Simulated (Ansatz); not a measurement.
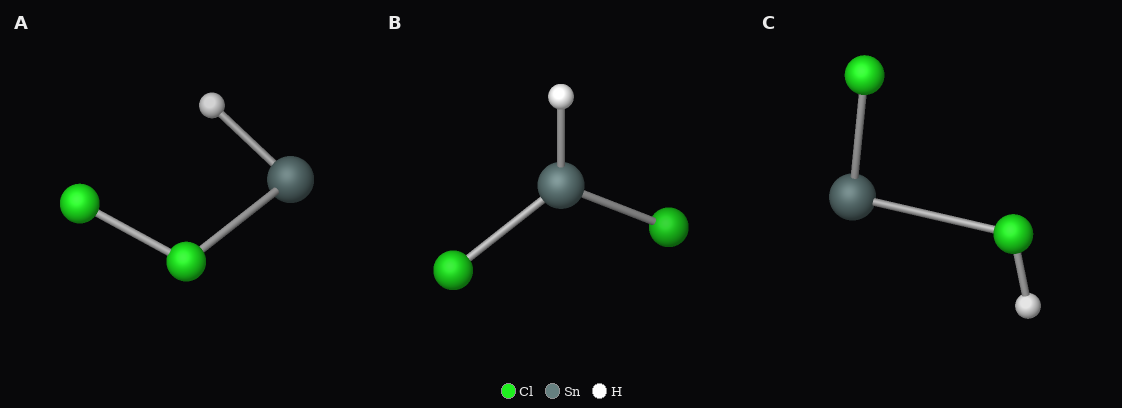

3 stationary structures of one formula. State: charge +1, singlet. Geometries: PBE0-D4/def2-TZVP. Electronic energies: RHF-CCSD(T) (frozen core)/def2-TZVPP (Ansatz 0.2.0), without zero-point energy. No frequency run is at hand to confirm each as a minimum.

**Rank them by energy, lowest first.**

C is lowest (Cs); B lies 103.5 kJ/mol above it (C2v), A lies 329.5 kJ/mol above it (Cs).
